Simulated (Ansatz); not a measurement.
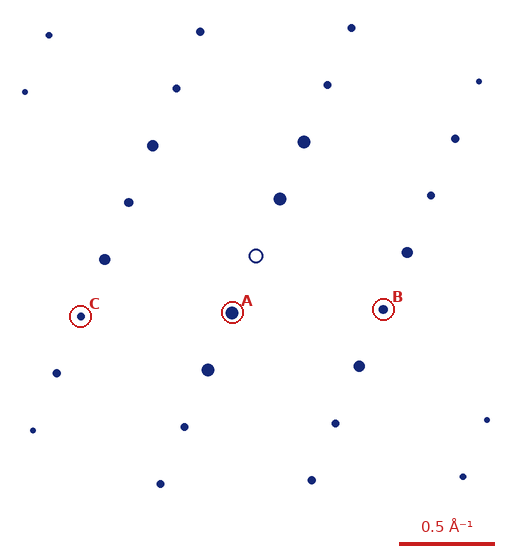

Kinematic zone-axis pattern, calculated for 80 keV electrons with B = 0.5 Å². The zone axis points towards the electron source and the pattern is seen from the source side.

The sample is SiGe₂, space group Fm-3m (No. 225), a = 6.140 Å. Structure: the geometry relaxed with DFT r2SCAN, scalar-relativistic, plane waves, PAW in Ansatz; the starting structure was generated, so it need not be a known form of this composition.

Spot A is indexed 0 0 -2 and spot B -2 4 0.

Index the other marked spot.

Answer. C = 2A − B = 2 -4 -4 (d = 1.023 Å).

Give [uvw].

Answer. The cross product of A and B is parallel to [210]; every spot obeys hu + kv + lw = 0.
